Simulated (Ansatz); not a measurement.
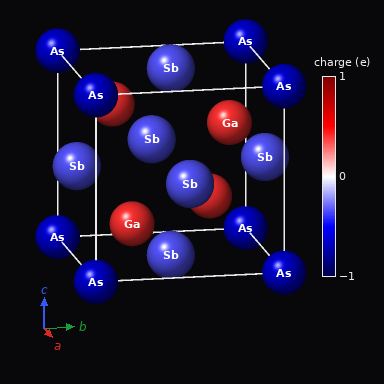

The image is a spheres-only drawing of a crystal, viewed slightly off an axis. The simulation cell is drawn as a box. The atoms of this Ga4Sb3As cell are coloured by their Bader charge.

Computed with DFT PBE, scalar-relativistic, plane waves, PAW (Ansatz 0.2.0). Settings: a 420 eV plane-wave basis, a 6×6×6 grid in reciprocal space, Gaussian smearing of 0.1 eV, no spin polarisation.

What charges do the elements carry?

Most positive: Ga; most negative: As. Charges: about Ga +0.4 e; Sb -0.3 e; As -0.6 e.

The initial geometry was a structure type filled with these elements by a generator (whether the compound takes this form wasn't checked). Earlier steps of the study, as a rule a relaxation of our own, may have changed the cell and positions, so they can lie some per cent off the listed ones. A calculation with Ansatz used it as input.
